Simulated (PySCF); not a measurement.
A series of small molecules: trihydrides MH3 of group 13.

Gas-phase molecules at GFN2-xTB geometries (not checked as minima at the level of the calculation), wB97X/def2-TZVP with PySCF. The ionisation energy is E(cation) − E(neutral) at fixed geometry, without spin-orbit coupling; where the highest orbital is degenerate, the cation is one component. LUMO energies depend on the basis. GFN2-xTB bonds to atoms past the second row can be off by 0.02 to 0.07 Å and angles by up to several degrees, which can move orbital and ionisation energies by up to 0.5 eV and charges by 0.01 to 0.02 e, so small steps and misses may come from the geometries. Volumes are summed on a coarse grid and good to about 2 %. Core potentials replace the inner electrons of In. Electronegativities are Pauling's, radii Cordero's.

```csv
molecule,electronegativity of M,covalent radius of M (Å),Hirshfeld charge of the central atom (e),HOMO energy (eV),vertical ionisation energy (eV),HOMO–LUMO gap (eV),volume inside the 0.001 a.u. surface (Å³)
AlH3,1.61,1.21,0.529,−11.11,11.52,11.31,63
InH3,1.78,1.42,?,?,?,?,?
GaH3,1.81,1.22,0.420,−11.05,11.43,11.13,62
BH3,2.04,0.84,0.164,−12.61,13.33,13.03,43
```

The results for InH3 are withheld.

### Fit a straight line to the Hirshfeld charge of the central atom against the electronegativity of M for the given members and predict InH3.

A least-squares line through the three given members is y = 1.9278 − 0.8554 x, with R² = 0.96 and a scatter of 0.050 e; GaH3 lies farthest from it (+0.040 e). At x = 1.78 it gives 0.405 e. For a new member the 90 % prediction interval is ±0.364 e, wide since three points leave one degree of freedom.

### How does the computed value compare?

The calculation gives 0.493 e, 0.088 e above the estimate (1.8 times the scatter, 24 % of the range of the series): inside the prediction interval, which is so wide that this tests little. Its other results: HOMO energy −10.58 eV, vertical ionisation energy 10.84 eV, HOMO–LUMO gap 10.43 eV and volume inside the 0.001 a.u. surface 70 Å³.

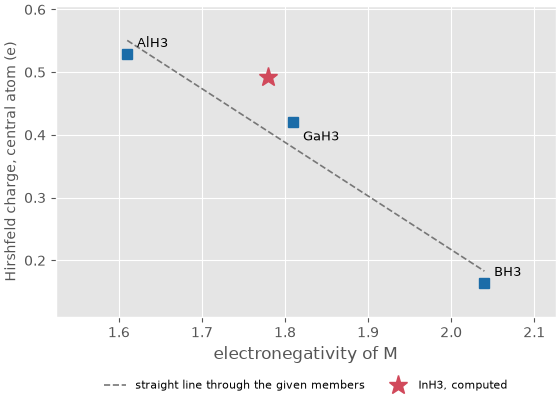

Over the series −ε(HOMO) lies 0.27 to 0.73 eV below the ionisation energy from total-energy differences. The pairing was chosen among those with R² above 0.96; series and pairings with weaker trends are left out of this set.

The single runs took from 2.3 s to 39 s, on 1 thread of shared hosts (Arm Neoverse N1, Arm Neoverse V1 and Arm Neoverse V2).
